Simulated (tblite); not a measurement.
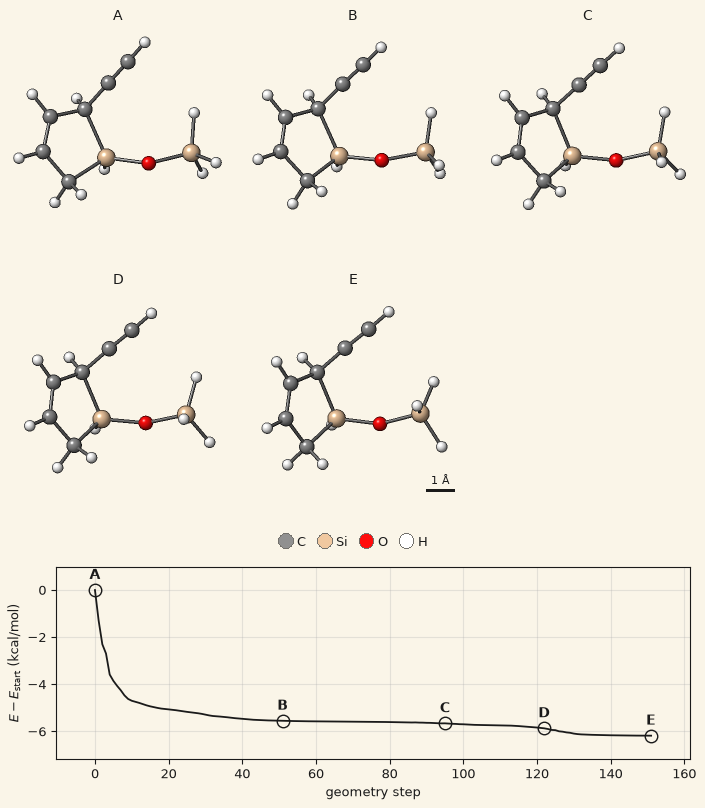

Frames of a relaxation of C6H10OSi2, marked on the history of the run. Style: ball-and-stick. Shown at a tilt.

These are results of GFN2-xTB geometry optimisation, gas phase (tblite 0.8.0), not measurements. 

Question: Describe the path.

Answer: The atom that moves furthest after the best rigid fit is an H atom (1.55 Å). Largest moves by element: H 1.55 Å, O 0.73 Å, Si 0.43 Å, C 0.38 Å. Among the contacts that change: O–Si 1.668 → 1.616 Å, C–C 1.356 → 1.321 Å, C–Si 1.930 → 1.904 Å, C–C 1.468 → 1.442 Å. Bond angles that change, for instance: Si–O–Si 139.2° → 156.5°, O–Si–H 109.7° → 102.9°, C–Si–H 110.9° → 117.1°. Groups turn about O–Si by about 120°, O–Si by about 80°. The energy falls by 6.18 kcal/mol in 151 geometry steps. The run took 1.5 s on 1 thread of Intel(R) Xeon(R) Platinum 8488C, on a shared host. From step 0 to 51: an H atom moves most (0.49 Å), energy −5.55 kcal/mol. From step 51 to 95: an H atom moves most (0.51 Å), energy −0.11 kcal/mol. From step 95 to 122: an H atom moves most (0.40 Å), energy −0.21 kcal/mol. From step 122 to 151: an H atom moves most (0.51 Å), energy −0.31 kcal/mol.

| step | E − E(0), kcal/mol |
| --- | --- |
| 0 | 0.00 |
| 1 | -1.30 |
| 2 | -2.30 |
| 3 | -2.69 |
| 4 | -3.58 |
| 5 | -3.85 |
| 6 | -4.06 |
| 7 | -4.25 |
| 8 | -4.47 |
| 9 | -4.62 |
| 10 | -4.70 |
| 17 | -5.00 |
| 25 | -5.17 |
| 32 | -5.34 |
| 40 | -5.46 |
| 47 | -5.53 |
| 55 | -5.56 |
| 62 | -5.57 |
| 69 | -5.58 |
| 77 | -5.59 |
| 84 | -5.61 |
| 92 | -5.64 |
| 99 | -5.69 |
| 106 | -5.73 |
| 114 | -5.76 |
| 121 | -5.85 |
| 129 | -6.06 |
| 136 | -6.15 |
| 144 | -6.17 |
| 151 | -6.18 |
